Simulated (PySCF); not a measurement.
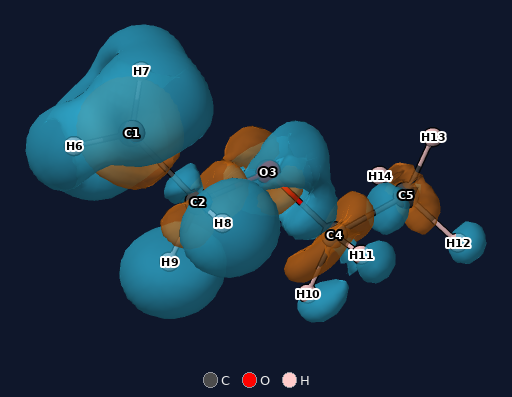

Figure. C₄H₉O, doublet, SMILES `[CH2]COCC`. Fukui function f⁻ = ρ(N) − ρ(N−1) at fixed geometry, surfaces at ±0.02 e/Å³ (light blue positive, orange negative).

Level of theory: TPSS/6-311G** (PySCF), at a geometry from GFN2-xTB. No frequency check shows the geometry to be a minimum. GFN2-xTB doesn't know the spin state, so this open-shell geometry is rough.

The calculation's input:

```python
import numpy as np
from pyscf import gto, scf, dft
from pyscf.scf import atom_ks, atom_hf
from scipy.linalg import block_diag

def solve(mol, dm0=None, hcore=None):
    mf = (dft.UKS if mol.spin else dft.RKS)(mol, xc='tpss')
    mf.grids.level = 3
    mf = mf.density_fit(auxbasis='def2-universal-jkfit')
    mf.conv_tol, mf.max_cycle = 1e-8, 80
    if hcore is not None:
        mf.get_hcore = lambda *args: hcore
    mf.kernel(dm0)
    if not mf.converged:
        mf = mf.newton().run(mf.mo_coeff, mf.mo_occ, max_cycle=30)
    assert mf.converged, 'SCF not converged'
    return mf

mol = gto.M(atom='''
C     -2.41225     0.43155    -0.00217
C     -1.24771    -0.46129     0.00165
O     -0.05612     0.27833     0.00340
C      1.10404    -0.52022    -0.00162
C      2.32102     0.39013    -0.00072
H     -3.39873     0.01581    -0.00227
H     -2.26480     1.49049    -0.00770
H     -1.27509    -1.13774     0.88145
H     -1.27108    -1.13970    -0.88443
H      1.11471    -1.17179    -0.88655
H      1.11067    -1.16982     0.89446
H      3.23027    -0.20436    -0.01344
H      2.30419     1.02568     0.88561
H      2.30819     1.02372    -0.87715
''', basis='6-311g**', charge=0, spin=1, verbose=4)
mf = solve(mol)
out = dict(e0=mf.e_tot, dm0=mf.make_rdm1(), c=mf.mo_coeff, occ=mf.mo_occ, eps=mf.mo_energy)
for name, dq, spin in [('cation', 1, 0), ('anion', -1, 0)]:
    ion = mol.copy().set(charge=mol.charge + dq, spin=spin).build()
    mi = solve(ion)
    if spin and dq > 0 and mol.nao < 130:
        c, _, stable, _ = mi.stability(return_status=True)
        if not stable:
            mi = solve(ion, mi.make_rdm1(c, mi.mo_occ))
    print(name, 'vertical energy change / eV', (mi.e_tot - mf.e_tot) * 27.211386)
    out.update({'e_' + name: mi.e_tot, 'dm_' + name: mi.make_rdm1(), 's2_' + name: mi.spin_square()[0], 'eps_' + name: mi.mo_energy, 'occ_' + name: mi.mo_occ})
# spherically averaged free atoms, for the promolecule
atm = atom_ks.get_atm_nrks(mol, xc='tpss')
pro = block_diag(*[(atm[a[0]][2] * atm[a[0]][3]) @ atm[a[0]][2].T for a in mol._atom])
np.savez('result.npz', pro=pro, **out)
```

Launched as:

```sh
OMP_NUM_THREADS=1 python input.py
```

The run took 3.1 min on 1 thread of Arm Neoverse V2, with other jobs on the host, peak memory 0.71 GiB.

Partitions, critical points and surface values were worked out afterwards from this run's density.

Q: On which atoms does the density change most on removal of an electron?

A: f⁻ (Hirshfeld-condensed) is largest on C1 (0.31); the vertical ionisation energy is 8.12 eV (to the singlet cation, which needn't be its lowest state). Condensed values hint at sites of electrophilic attack but needn't mark the atom that reacts. Orbital relaxation makes it negative in places (0.23 e in all).

| atom | f⁻ | charge |
| --- | --- | --- |
| C1 | +0.31 | −0.07 |
| C2 | +0.07 | +0.01 |
| O3 | +0.07 | −0.13 |
| C4 | +0.01 | +0.02 |
| C5 | +0.02 | −0.10 |
| H6 | +0.09 | +0.04 |
| H7 | +0.10 | +0.04 |
| H8 | +0.11 | +0.02 |
| H9 | +0.11 | +0.02 |
| H10 | +0.03 | +0.02 |
| H11 | +0.03 | +0.02 |
| H12 | +0.03 | +0.04 |
| H13 | +0.01 | +0.04 |
| H14 | +0.01 | +0.03 |
